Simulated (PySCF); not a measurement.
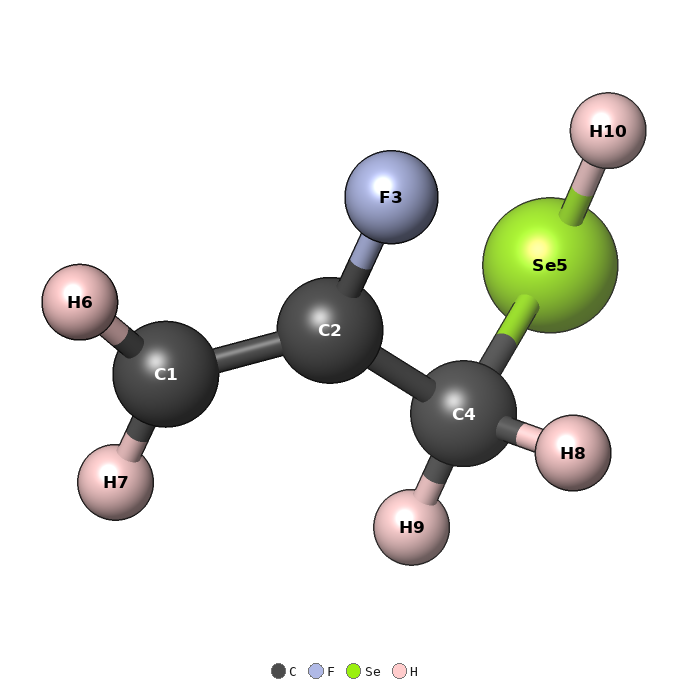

The geometry was computed by an optimisation with PBE0-D3(BJ)/def2-SVP. No frequency run is at hand to confirm it as a minimum. Level of theory: delta-SCF UKS SCAN, pcX-2 on the ionised atom, pcseg-1 elsewhere, spin-free X2C (PySCF 2.14.0).

Give the core-electron binding energies (to vacuum) of C1 1s, C2 1s, F3 1s, C4 1s.

```csv
atom,level,binding energy (eV)
C1,1s,290.4
C2,1s,293.2
F3,1s,693.1
C4,1s,291.7
```
